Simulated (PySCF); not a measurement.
Molecule: SMILES [B]1OBOBO1, doublet. Atoms near the plane z = 1.5 Å, at the PBE0/def2-SVP optimised geometry (x, y, z in Å): B1 (-1.3, -1.7, 0.0), O2 (-2.0, -0.5, 0.0), B3 (-1.3, 0.7, 0.0), O4 (0.1, 0.7, 0.0), B5 (0.8, -0.5, 0.0), O6 (0.1, -1.7, 0.0), H7 (-1.9, 1.7, 0.0), H8 (2.0, -0.5, 0.0).

Calculation: unrestricted PBE0/def2-TZVP run with PySCF 2.14.0. The values are rescaled to run from 0 to 1.

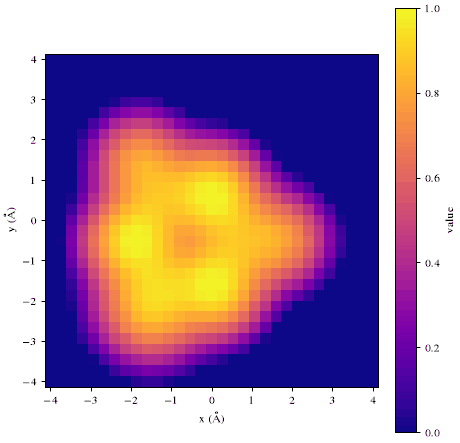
Figure. a field on the plane z = 1.5 Å.

### Question
Which quantity is mapped?
A. electrostatic potential
B. spin density
C. log10 of the electron density
D. an orbital amplitude

### Answer
C, log10 of the electron density. In full: log10 of the electron density (e/bohr³), floored at −4.
